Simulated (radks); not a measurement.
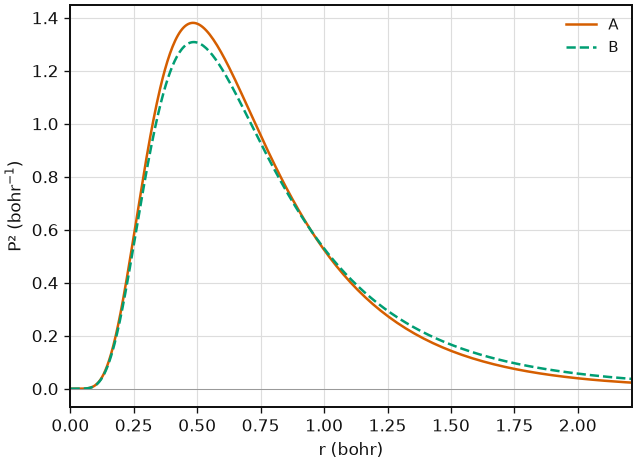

The Yb²⁺ ion was computed in two configurations: [Xe] 4f13 7p1 (4f5/2: 6, 4f7/2: 7, 7p1/2: 1); [Xe] 4f14. Method: Dirac Kohn-Sham, PBE, spin-unpolarised, spherical densities, finite nucleus; computed with the in-house radial solver radks.

The plot shows P² of the 4f7/2 orbital in both runs (large components where relativistic).

Assign A and B.

Answer. A is [Xe] 4f13 7p1 (4f5/2: 6, 4f7/2: 7, 7p1/2: 1) (⟨r⟩ = 0.740 bohr, eigenvalue −30.6 eV); B is [Xe] 4f14 (⟨r⟩ = 0.790 bohr, eigenvalue −17.0 eV). The orbital is smaller where the other electrons screen the nucleus less.
